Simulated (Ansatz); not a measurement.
# Cl$_{2}$GeH$_{2}$: what the fields show

Input file:

```
crystal:
  periodic: [false, false, false]
  atoms:
    - { symbol: Ge, position_ang: [0.0, 0.0, 0.0] }
    - { symbol: Cl, position_ang: [1.3501, 0.0, 2.0083] }
    - { symbol: H, position_ang: [1.741, 0.0, 0.178] }
    - { symbol: Cl, position_ang: [-1.0456, 1.8115, -0.7393] }
    - { symbol: H, position_ang: [-0.73, -1.2648, -0.5162] }
basis:
  gaussian: { orbitals: def2-SVP }
hamiltonian:
  xc: { name: BHLYP }
  dispersion: d4
relax:
  f_tol: 0.15
  max_steps: 25
  restrain:
    - { distance: [1, 2], at: 2.57, k: 30.0 }
    - { distance: [0, 1], at: 2.22, k: 30.0 }
    - { distance: [0, 2], at: 1.55, k: 30.0 }
output:
  orbitals: {}
```

Command:

```sh
ansatz run input.yaml --threads 1 --pin off --max-ram 2048MiB --backend cpu --events-out ev --progress --plain --runs-dir out
```

The fields are those of the run's last geometry, not of the input's.

Not at a stationary point (largest force 1.4 eV/Å).

All numbers below come from RKS BHLYP-D4/def2-SVP in Ansatz 0.2.0.

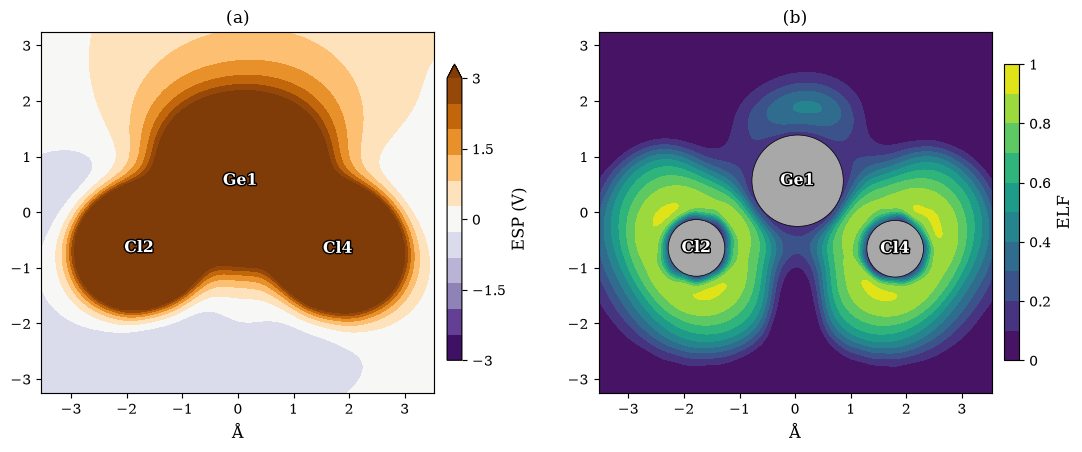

Figure 1. (a) electrostatic potential; (b) ELF on the plane of atoms Cl2, Ge1 and Cl4. Grey discs cover the atomic cores in the ELF map.

**Read the bonding off the picture.**

The plane passes through Ge and Cl nuclei.
Ge–Cl (2.14 Å): the ELF peaks at about 0.85 in the valence shell of Cl, 0.9 Å from its nucleus, and is about 0.65 at the midpoint.
Ge–Cl (2.18 Å): the ELF peaks at about 0.85 in the valence shell of Cl, 0.9 Å from its nucleus, and is about 0.65 at the midpoint.
The ELF also peaks beside Cl2 and Cl4, away from the bonds: lone-pair regions.
Outside the dense part of the molecule the potential is most negative (−0.7 V) near Cl2.

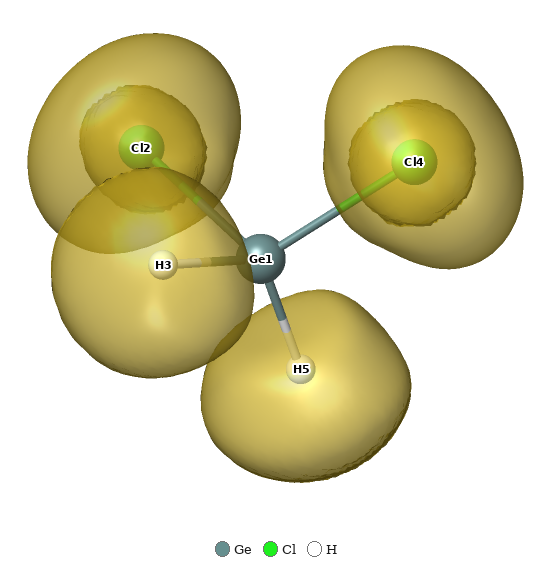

Figure 2. Isosurface of the ELF at 0.75 (yellow), seen at a tilt. Only the valence region is drawn (cores and ρ < 0.01 e/Å³ removed).

**Where are the electrons localised?**

At this value the surface marks out two regions around hydrogen nuclei, one region on Cl in which the atom's valence shell and bonds are merged and one region wrapped around Cl (its valence shell). Along the contacts the grid gives the following. Ge–H (1.52 Å): the ELF climbs to about 1 towards the hydrogen.

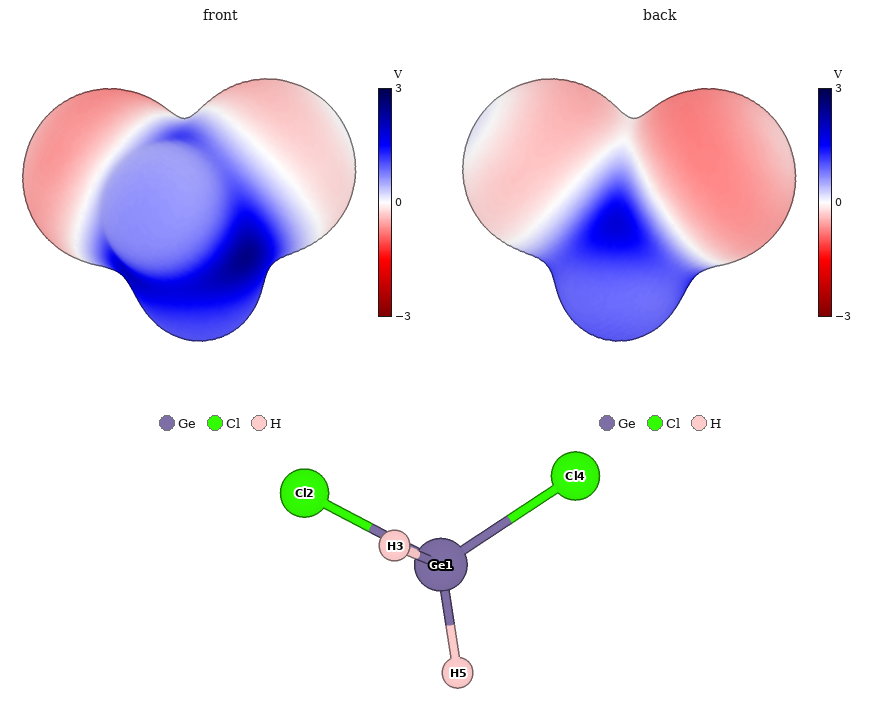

Figure 3. The molecular electrostatic potential painted on the density surface at 0.002 e/bohr³, seen from the front and from behind; red is negative and blue positive. The bare structure is drawn below in the same view.

**Which sites attract a positive test charge, and which a negative one?**

A positive charge is drawn to the negative regions and a negative charge to the positive ones. The most negative region (about −0.7 V, or −16 kcal/mol for a unit charge) lies over Cl2, the most positive (about +2.4 V, or +55 kcal/mol for a unit charge) over Ge1.
